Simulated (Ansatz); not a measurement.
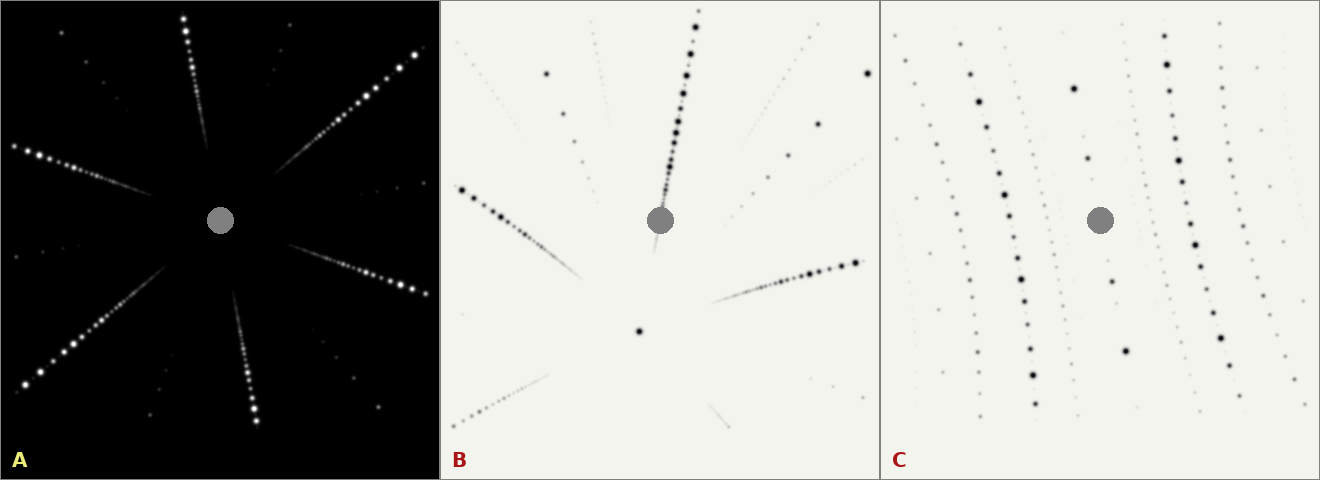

Simulated back-reflection Laue patterns (white X-rays, 0.45 to 2.2 Å, flat plate covering ±45° about the beam, kinematic intensities, seen from the source). Crystal: C, space group P6_3/mmc (No. 194), a = 1.695 Å, c = 12.104 Å (hexagonal axes). Structure: the input geometry of an electronic-structure calculation (not necessarily at equilibrium); the starting structure was generated, so it need not be a known form of this composition.

> The directions [001], [100], [211] point towards the source, in some order. Which is which?

A: [001], symmetry 6mm (a sixfold axis with mirror lines). B: [211], symmetry m (one mirror line). C: [100], symmetry 2mm (a twofold axis with two mirror lines). The Laue class is 6/mmm.
